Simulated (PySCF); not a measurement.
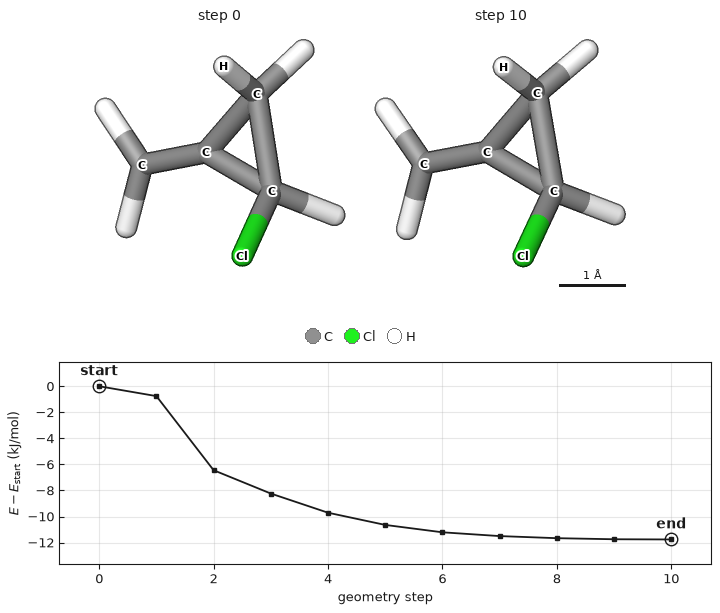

First and last geometry of a relaxation of C4H5Cl, with the history of the run. The picture is a stick view, seen from a free direction.

The start comes from GFN2-xTB. Its atoms were then displaced at random by about 0.01 Å.

Computed with PBE0-D3(BJ)/def2-SVP geometry optimisation, gas phase (PySCF 2.14.0, density-fitted response routines). 

Q: Read the history and describe the run.

A: It converged. The atom that moves furthest after the best rigid fit is an H atom (0.046 Å). By element the largest moves are H 0.046 Å, C 0.027 Å, Cl 0.019 Å. Among the contacts that change: C–H 1.053 → 1.093 Å, C–C 1.423 → 1.458 Å, C–Cl 1.788 → 1.764 Å, C–C 1.499 → 1.519 Å. Bond angles that change, for instance: C–C–H 120.1° → 116.9°, C–C–H 122.0° → 119.5°, C–C–H 118.9° → 121.2°. After 10 geometry steps the energy has fallen by 11.8 kJ/mol.
